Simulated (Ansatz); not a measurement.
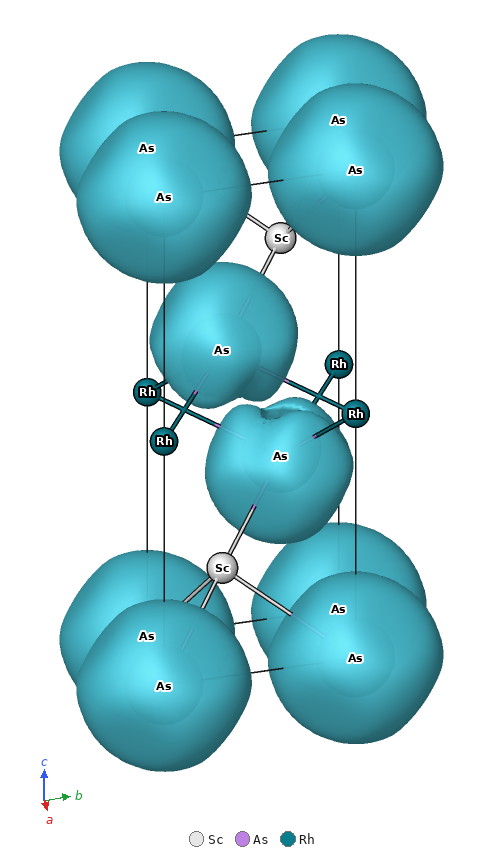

The picture shows: Sc$_{2}$As$_{3}$Rh. Isosurface of the electron localisation function at 0.55 (cyan), seen at an oblique angle. Only the valence region is drawn (cores and ρ < 0.01 e/Å³ removed). Sticks mark near contacts.

Space group P-3m1; a structure from a database of computed crystals, not necessarily the ambient phase; started from the Eu2H3Cl-164 prototype, which need not be the ambient phase; changed on purpose from its base cell (shaken); computed without spin polarisation.

All numbers below come from Ansatz, DFT, PBEsol, plane waves, PAW.

In a PAW calculation such maps are meaningful between the atoms, not at the nuclei.

Where are the electrons localised?

At this value the surface marks out three regions wrapped around As (the valence shell of each), counted in one cell of 6 atoms. Any copies at cell faces, edges or corners count once.

Values along the shortest contacts:
As–Rh (2.50 Å): the ELF is about 0.40 at the midpoint. Sc–As (2.68 Å): the ELF is about 0.35 at the midpoint.
